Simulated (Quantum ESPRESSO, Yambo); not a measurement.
# BaTiO3 (P4mm): G0W0 with Yambo, start to end, part 3 of 3

How does a plane-wave GW calculation on BaTiO3 (P4mm) run from the first input to the gap?

Quantum ESPRESSO 7.5 and Yambo 5.3.0; PBE and many-body steps on it, plane waves. Known limits of the many-body steps: not at the basis limit; coarse k mesh.

So far. Step 3 (Bands along the symmetry lines): The gap is 1.844 eV, as in the run before at this level. Step 4 (Empty states on the mesh, 4×4×4 mesh, 258 bands): On this mesh the gap is 1.844 eV.

The database entry behind the starting cell differs from later determinations by our own check (c/a about 0.6 % short), so it need not match the best structure at ambient conditions.

### 6. Screening and self-energy, 4×4×4 mesh, 258 bands, screening to 136.1 eV

G0W0 replaces the xc potential by the self-energy, built once from these orbitals. Only a window of levels is corrected, while the sums run over the empty bands that the input names.

This step: G0W0 on PBE with spin-orbit coupling, plane waves, norm-conserving pseudopotentials.

gw4.in

```
HF_and_locXC
gw0
dyson
ppa
em1d
rim_cut
RandQpts= 1000000
RandGvec= 1 RL
EXXRLvcs= 76 Ry
VXCRLvcs= 304 Ry
Chimod= "HARTREE"
% BndsRnXp
 1 | 258 |
%
NGsBlkXp= 10 Ry
% LongDrXp
 1 | 1 | 1 |
%
% GbndRnge
 1 | 258 |
%
DysSolver= "n"
ExtendOut
PPAPntXp= 27.21138 eV
% QPkrange
 18 | 18 | 37 | 44 |
 1 | 1 | 37 | 44 |
%
```

On the command line:

```bash
OMP_NUM_THREADS=1 mpirun -n 4 yambo -F gw4.in -J gw4 -C gw4 > gw4.log
```

The log of the run:

```text
 Yambo, version 5.3.0

 [02] CORE Variables Setup
 =========================

  [... cell, symmetries and grids as in the set-up ...]

  [02.05] Energies & Occupations
  ==============================

  [X] === General ===
  [X] Electronic Temperature                        :  0.000000  0.000000 [eV K]
  [X] Bosonic    Temperature                        :  0.000000  0.000000 [eV K]
  [X] Finite Temperature mode                       : no
  [X] El. density                                   :  0.62226E+24 [cm-3]
  [X] Fermi Level                                   :  10.42881 [eV]

  [X] === Gaps and Widths ===
  [X] Conduction Band Min                           :  1.844313 [eV]
  [X] Valence Band Max                              :  0.000000 [eV]
  [X] Filled Bands                                  :   40
  [X] Empty Bands                                   :   41  258
  [X] Direct Gap                                    :  2.140059 [eV]
  [X] Direct Gap localized at k                     :  1
  [X] Indirect Gap                                  :  1.844313 [eV]
  [X] Indirect Gap between kpts                     :  18   1
  [X] Last valence band width                       :  0.919738 [eV]
  [X] 1st conduction band width                     :  2.384173 [eV]

 [03] Transferred momenta grid and indexing
 ==========================================

 IBZ Q-points                                      :  18
 BZ  Q-points                                      :   64

 K/Q-points units:
 rlu = crystal or reduced units; cc = cartesian coordinates; iku = interal k-units

 Q [ 1]         [rlu]:  0.000000  0.000000  0.000000
 Q [ 2]         [rlu]:  0.000000  0.000000  0.250000
 Q [ 3]         [rlu]:  0.000000  0.000000 -0.500000
 Q [ 4]         [rlu]:  0.000000  0.250000  0.000000
 Q [ 5]         [rlu]:  0.000000  0.250000  0.250000
 Q [ 6]         [rlu]:  0.000000  0.250000 -0.500000
 Q [ 7]         [rlu]:  0.000000 -0.500000  0.000000
 Q [ 8]         [rlu]:  0.000000 -0.500000  0.250000
 Q [ 9]         [rlu]:  0.000000 -0.500000 -0.500000
 Q [10]         [rlu]:  0.250000  0.250000  0.000000
     [... 6 further rows ...]
 Q [17]         [rlu]: -0.500000 -0.500000  0.250000
 Q [18]         [rlu]: -0.500000 -0.500000 -0.500000

 [04] Coloumb potential Random Integration (RIM)
 ===============================================

  [04.01] RIM initialization
  ==========================

  * Diagonal components only detected *

  8 x (sBL volume)        :  0.071477 [a.u.]
  sBZ random points       :  1000000
  Points outside the sBZ  :   7992674
  RL volume               :  0.571816 [a.u.]
  Integrated volume       :  0.572340 [a.u.]

  [04.02] RIM integrals
  =====================

  Gamma point sphere radius             :  0.075279 [a.u.]
  Points outside the sphere             :   799805
  [Int_sBZ(q=0) 1/q^2]*(Vol_sBZ)^(-1/3) =:  7.678263
                                 should be <:  7.795600

  Summary of Coulomb integrals for non-metallic bands |Q|[au] RIM/Bare

  Q [1] 0.100000E-4 0.984948 * Q [2] 0.206876 1.047531
  Q [4] 0.207818 1.051805 * Q [5] 0.293234 1.049190
  Q [10] 0.293899 1.050618 * Q [11] 0.359408 1.035725
  Q [3] 0.413753 1.019729 * Q [7] 0.415636 1.019337
  Q [6] 0.463012 1.018201 * Q [8] 0.464275 1.017296
  Q [13] 0.464695 1.017702 * Q [12] 0.507512 1.016101
  Q [14] 0.508664 1.015336 * Q [9] 0.586468 1.011933
  Q [16] 0.587797 1.011712 * Q [15] 0.622200 1.010847
  Q [17] 0.623140 1.010401 * Q [18] 0.718817 1.008389

 [05] Dipoles
 ============

  [05.01] Setup: observables and procedures
  =========================================

  [WARNING] [x,Vnl] slows the Dipoles computation. To neglect it rename the ns.kb_pp file

 [06] Dynamic Dielectric Matrix (PPA)
 ====================================

 [WR./gw4//ndb.pp]---------------------------------------------------------------
  Brillouin Zone Q/K grids (IBZ/BZ)                :   18   64   18   64
  RL vectors                                       :   5983 [WF]
  Coulomb cutoff potential                         : none
  Electronic Temperature                           :  0.000000 [K]
  Bosonic    Temperature                           :  0.000000 [K]
  PPA    diel. fun.  energies                      : Perdew, Burke & Ernzerhof(X)+Perdew, Burke & Ernzerhof(C)
  wavefunctions                                    : Perdew, Burke & Ernzerhof(X)+Perdew, Burke & Ernzerhof(C)
  Global Gauge                                     : length
  X matrix size                                    :  253
  X band range                                     :    1  258
  X e/h energy range                               : -1.000000 -1.000000 [eV]
  X Time ordering                                  : R
  X Hxc Kernel                                     : HARTREE
  X Drude frequency                                :  0.000000  0.000000
  X poles                                          :  100.0000 [o/o]
  RL vectors in the sum                            :   5983
  [r,Vnl] included                                 : yes
  Field direction                                  :  0.577350E-5  0.577350E-5  0.577350E-5
  BZ energy Double Grid                            : no
  BZ energy DbGd points                            : 0
  BZ Q point size factor                           : -1.000000
  X Optical Averaged directions                    : none

 [07] Local Exchange-Correlation + Non-Local Fock
 ================================================

 [VXC] Plane waves :   38811
 [EXS] Plane waves :   4945

 QP @ state[ 1 ] K range:  1  1
 QP @ state[ 1 ] b range:   37   44
 QP @ state[ 2 ] K range:  18  18
 QP @ state[ 2 ] b range:   37   44

 [xc] Functional : Perdew, Burke & Ernzerhof(X)+Perdew, Burke & Ernzerhof(C)
 [xc] LIBXC used to calculate xc functional
  PP Number of Atomic Species                      :  3
  NLCC RL compoments                               :   38811
  PP Number of Atomic Species                      :  3
  NLCC RL compoments                               :   38811

 [xc] E_xc :  -21.67050 [Ha]
      E_xc :  -43.34101 [Ry]

  Local XC kind (lXC) : Perdew, Burke & Ernzerhof(X)+Perdew, Burke & Ernzerhof(C)
  Non-Local XC kind (nlXC) : Hartree-Fock

  Corrections @ K [1] :  [eV]
 <37|nlXC|37> = -24.53578 -0.26515E-18 <37|lXC|37> = -20.08087  0.000000
 <38|nlXC|38> = -24.53567  0.84767E-17 <38|lXC|38> = -20.08087 -0.18882E-15
 <39|nlXC|39> = -24.38345  0.82163E-17 <39|lXC|39> = -20.00553  0.84820E-17
 <40|nlXC|40> = -24.38344 -0.52740E-17 <40|lXC|40> = -20.00553 -0.22127E-17
 <41|nlXC|41> = -11.40355  0.16870E-18 <41|lXC|41> = -18.77834  0.70806E-16
 <42|nlXC|42> = -11.40355  0.27745E-17 <42|lXC|42> = -18.77834  0.37763E-15
 <43|nlXC|43> = -12.04618 -0.60178E-18 <43|lXC|43> = -19.04691 -0.19269E-16
 <44|nlXC|44> = -12.04617 -0.12926E-17 <44|lXC|44> = -19.04691  0.12354E-16

  Corrections @ K [18] :  [eV]
 <37|nlXC|37> = -24.89640 -0.29854E-19 <37|lXC|37> = -19.96091  0.64906E-16
 <38|nlXC|38> = -24.89639  0.65665E-17 <38|lXC|38> = -19.96091  0.70806E-16
 <39|nlXC|39> = -24.93956 -0.40456E-17 <39|lXC|39> = -19.98784  0.000000
 <40|nlXC|40> = -24.93956  0.13243E-18 <40|lXC|40> = -19.98784  0.18882E-15
 <41|nlXC|41> = -13.13879 -0.15063E-17 <41|lXC|41> = -21.86999 -0.19472E-15
 <42|nlXC|42> = -13.13879 -0.42329E-18 <42|lXC|42> = -21.86999  0.59743E-16
 <43|nlXC|43> = -13.26104  0.14081E-17 <43|lXC|43> = -21.89321 -0.47204E-16
 <44|nlXC|44> = -13.26104  0.29801E-18 <44|lXC|44> = -21.89321 -0.70806E-16

  [07.01] Hartree-Fock occupations report
  =======================================

  [Hartree-Fock] === General ===
  [Hartree-Fock] Electronic Temperature             :  0.000000  0.000000 [eV K]
  [Hartree-Fock] Bosonic    Temperature             :  0.000000  0.000000 [eV K]
  [Hartree-Fock] Finite Temperature mode            : no
  [Hartree-Fock] El. density                        :  0.62226E+24 [cm-3]
  [Hartree-Fock] Fermi Level                        :  10.42881 [eV]

  [Hartree-Fock] === Gaps and Widths ===
  [Hartree-Fock] Conduction Band Min                :  1.919054 [eV]
  [Hartree-Fock] Valence Band Max                   : -0.037230 [eV]
  [Hartree-Fock] Filled Bands                       :   40
  [Hartree-Fock] Empty Bands                        :   41  258
  [Hartree-Fock] Direct Gap                         :  2.419657 [eV]
  [Hartree-Fock] Direct Gap localized at k          :  2
  [Hartree-Fock] Indirect Gap                       :  1.956284 [eV]
  [Hartree-Fock] Indirect Gap between kpts          :  17   2
  [Hartree-Fock] Last valence band width            :  4.914487 [eV]
  [Hartree-Fock] 1st conduction band width          :  11.04063 [eV]

 [08] Dyson equation: Newton solver
 ==================================

  [08.01] G0W0 (W PPA)
  ====================

  [  GW  ] Bands range     :    1  258
  [GW/PPA] G damping       :  0.100000 [eV]

  QP @ state[ 1 ] K range:  1  1
  QP @ state[ 1 ] b range:   37   44
  QP @ state[ 2 ] K range:  18  18
  QP @ state[ 2 ] b range:   37   44

   Sc/G bands                                       :    1  258
   Sc/G damping                                     :  0.100000 ev
   Sc bands terminator                              : no
   Sx RL components                                 :   4945

   QP @ state[ 1 ] K range                          :  1  1
   QP @ state[ 1 ] b range                          :   37   44
   QP @ state[ 2 ] K range                          :  18  18
   QP @ state[ 2 ] b range                          :   37   44
   GF energies kind                                 : Perdew, Burke & Ernzerhof(X)+Perdew, Burke & Ernzerhof(C)
   GF WF`s kind                                     : Perdew, Burke & Ernzerhof(X)+Perdew, Burke & Ernzerhof(C)
   Xs energies kind                                 : Perdew, Burke & Ernzerhof(X)+Perdew, Burke & Ernzerhof(C)
   Xs WF`s kind                                     : Perdew, Burke & Ernzerhof(X)+Perdew, Burke & Ernzerhof(C)

 [11] Game Over & Game summary
```

Elapsed: 17 min, on 4 MPI ranks of Arm Neoverse V2, shared host; peak memory 5.5 GiB; 69 min of CPU time.

This step gave:

```yaml
g0w0_gap_on_the_points_computed: 3.311 eV
starting_gap_on_the_mesh: 1.844 eV
k_of_the_valence_top: -0.5, -0.5, -0.5
k_of_the_conduction_bottom: 0, 0, 0
least_direct_g0w0_gap_on_the_computed_points: 3.615 eV
z_at_the_valence_top: 0.7633
z_at_the_conduction_bottom: 0.7775
```

The gap on the mesh goes from 1.84 eV to 3.31 eV, a correction of +1.47 eV.

Limits: finite bands, cutoff and mesh; coarse k mesh. v1 is the top filled band, c1 the lowest empty one. Levels before and after the correction, in eV, zero at the valence-band top of each column:

|  | conduction bottom | valence top |
| --- | --- | --- |
| Kohn-Sham | 1.84 | 0.00 |
| G0W0 | 3.31 | 0.00 |

```
                            level  energy (eV)
Kohn-Sham                    Γ v3       -0.322
Kohn-Sham                 Γ v2-v1       -0.296
Kohn-Sham                 Γ c1-c2        1.844
Kohn-Sham                    Γ c3        2.149
Kohn-Sham     (-0.5 -0.5 -0.5) v3       -0.135
Kohn-Sham  (-0.5 -0.5 -0.5) v2-v1        0.000
Kohn-Sham  (-0.5 -0.5 -0.5) c1-c2        4.228
Kohn-Sham     (-0.5 -0.5 -0.5) c3        4.248
     G0W0                    Γ v3       -0.335
     G0W0                 Γ v2-v1       -0.304
     G0W0                 Γ c1-c2        3.311
     G0W0                    Γ c3        3.645
     G0W0     (-0.5 -0.5 -0.5) v3       -0.161
     G0W0  (-0.5 -0.5 -0.5) v2-v1        0.000
     G0W0  (-0.5 -0.5 -0.5) c1-c2        5.989
     G0W0     (-0.5 -0.5 -0.5) c3        6.046
```

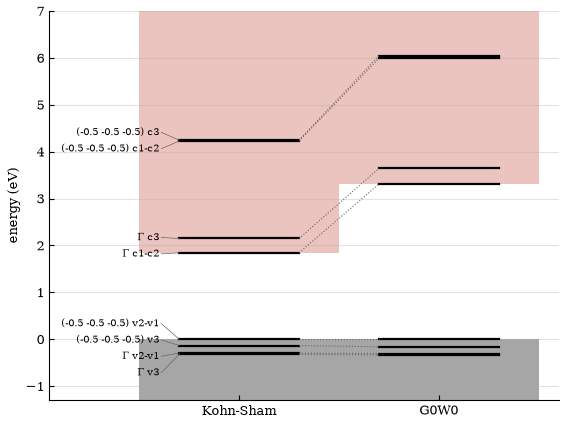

Levels before and after the correction. Shaded: valence and conduction bands.

### 7. Where the time went

Times are wall times on the hardware named with each run, good to a factor of about two.

```csv
step,time,share,memory (GiB)
ground state,1.9 min,8 %,0.85
bands along the symmetry lines,53 s,4 %,0.45
empty states on the mesh,2.4 min,11 %,1.1
conversion and set-up,4 s,0 %,0.25
screening and self-energy,17 min,77 %,5.5
```

### 8. Outcome

```json
{
  "PBE gap": "1.84 eV, indirect",
  "G0W0 gap on the mesh": "3.31 eV",
  "GW settings": "4×4×4 mesh, 258 bands, screening to 136.1 eV, Godby-Needs plasmon pole",
  "known limits": "not at the basis limit; coarse k mesh"
}
```

**Reading.** G0W0 moves the gap on the mesh from 1.84 eV to 3.31 eV (+1.47 eV), with Z of 0.76 and 0.78 at the edges. Only 2 of the mesh's irreducible points were corrected, so a valley elsewhere could overtake. The dearest step here is «screening and self-energy». Bands and cutoff are finite, so the gap is not at the basis limit. The miss can reach some tenths of an eV and take either sign; the mesh is an error of its own. In the G0W0 run levels were corrected at 2 k points alone, so a gap called «on the mesh» is the least over those, and an edge elsewhere would be missed. The 4×4×4 mesh is coarse for this cell, which bears on the long-range parts of exchange and screening.

[Paths, hosts, dates, memory and timing lines, banners, echoed tables and standing remarks are left out of the program output.]

[Logs are printed without paths, hosts, clocks, repeated set-up lines and the standing remarks that a program may print on its own settings, such as how far it seeks lower states.]

[Runs of the session that timed out or met a known fault of the program may be left out.]

[Hosts, paths, dates, database ids (printed as entryN), source tags and the programs' standing remarks are cut or masked in the printed files.]
